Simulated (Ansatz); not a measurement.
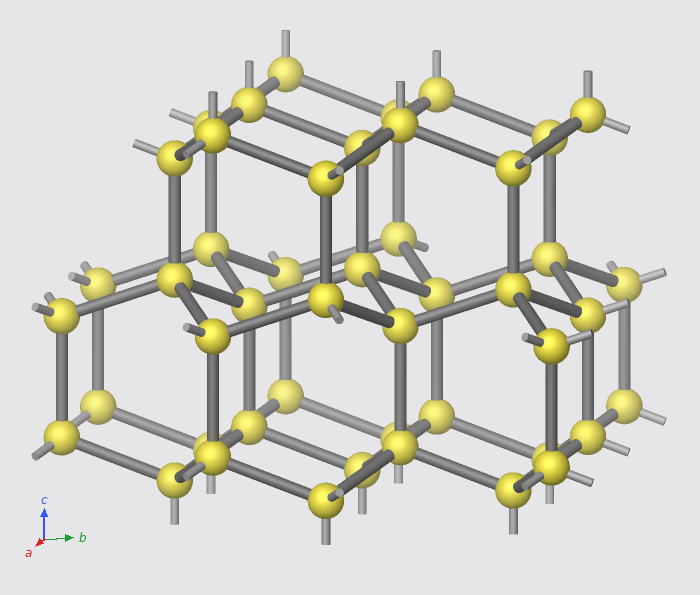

A cut-out of a periodic net derived from a crystal structure. Nodes are coloured by topological kind. Edges to nodes outside the piece are drawn as stubs.

### What net is this?

A uninodal 4-connected, three-periodic net. It is the lon net, known from lonsdaleite, wurtzite and tridymite.

### Give point symbol and coordination sequence.

6^6, sequence 4, 12, 25, 44, 67, 96.

The net was derived as follows. The compound is SiC (space group P6_3mc, No. 186), taken as coordinates from a relaxation (final pressure about 20 GPa) with Ansatz 0.2.0, DFT, PAW plane waves, pbe. Bonds are taken as C–Si below 2.1 Å; no other contact counts. Atoms with one bond or none are removed and atoms with two bonds are replaced by edges, until no such atom is left. Si and C are 4-connected nodes.
